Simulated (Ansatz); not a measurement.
# The potential step between two gates: antimonene bilayer, AB

Two oppositely charged gates put a neutral stack in a displacement field D. The voltage between them is D/ε₀ times an electrical distance, shorter than the real one because the stack screens.

How it was computed: Ansatz 0.2.0, plane waves with PAW datasets (its set soft_2), PBEsol-D3(BJ); isolated slab, charged sheets 4.5 Å from the outer atoms behind model barriers, atoms held. Voltages count from the uncharged case.

```tsv
run	D/ε₀ (V/nm)	step in an electron's potential, upper less lower gate (eV)
run 1	0.000	0.000
run 2	0.543	0.352
run 3	1.086	0.704
run 4	2.171	1.409
run 5	4.343	?
```

Q: Estimate the withheld value from the rows shown.

A least-squares line through the 4 rows shown has slope 0.6490 and intercept −0.0003; no row lies more than 0.001 eV off it. The size of the slope, 0.649 nm, is the electrical distance; the sheets are 1.439 nm apart, and screening reaches beyond the outer atoms. At 4.343 it gives 0.6490 × 4.343 + (−0.0003) = 2.818 eV, beyond the rows fitted. Rounding and scatter of the rows alone allow about ±0.003 eV there.

The run itself gives 2.817 eV: a miss of −0.001 eV, or 0.0 % of the value. Screening stays linear to within 1 % over this range.

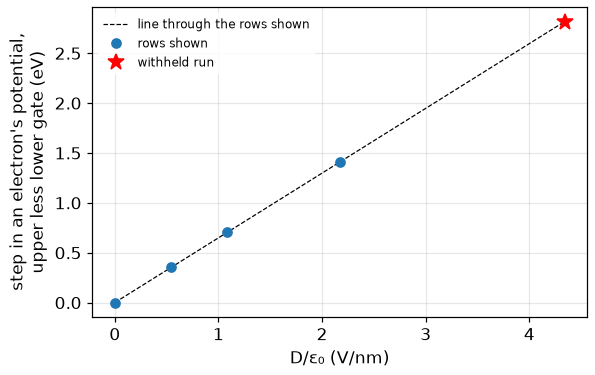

The fit and the withheld run.

**Limits.** The gates are model sheets, not atoms. Spin-orbit coupling is left out, which changes the bands of elements this heavy.

[Logs are printed without paths, hosts, clocks, repeated set-up lines and the standing remarks that a program may print on its own settings, such as how far it seeks lower states.]
